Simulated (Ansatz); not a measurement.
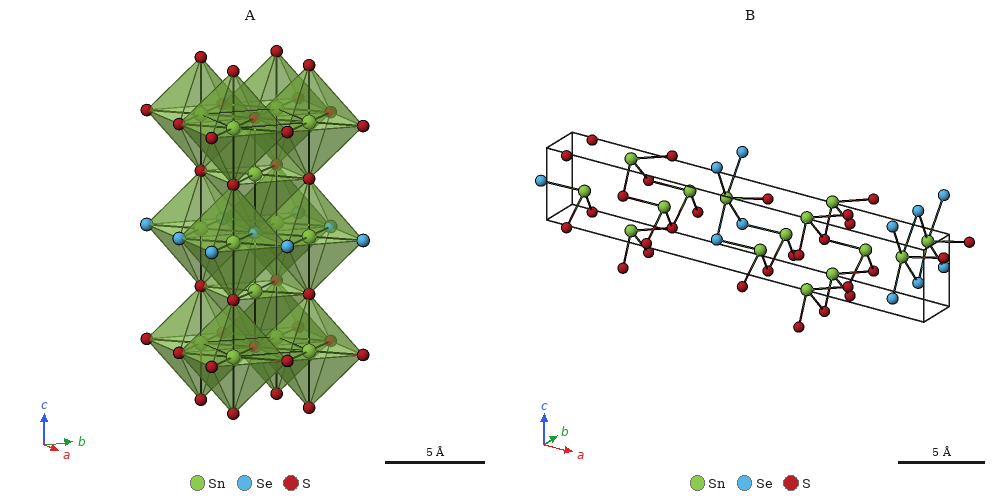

Two structures of Sn4SeS3, each relaxed to rest (conventional cells in solid outline, small ones repeated, not to one scale). Method: Ansatz, DFT PBE, scalar-relativistic, plane waves, PAW, without spin polarisation.

Which two forms are compared?

Answer. A: 8 atoms a cell on a primitive tetragonal lattice, P4/mmm. B: 16 atoms a cell on a base-centred monoclinic lattice, Cm.

Which of the two does the method prefer?

Answer. B is lower, by 28 meV/atom at this level of theory (energies at zero smearing). Volumes: A 25.7, B 26.5 Å³/atom.

One or both may be structure types tried for this composition rather than known phases.
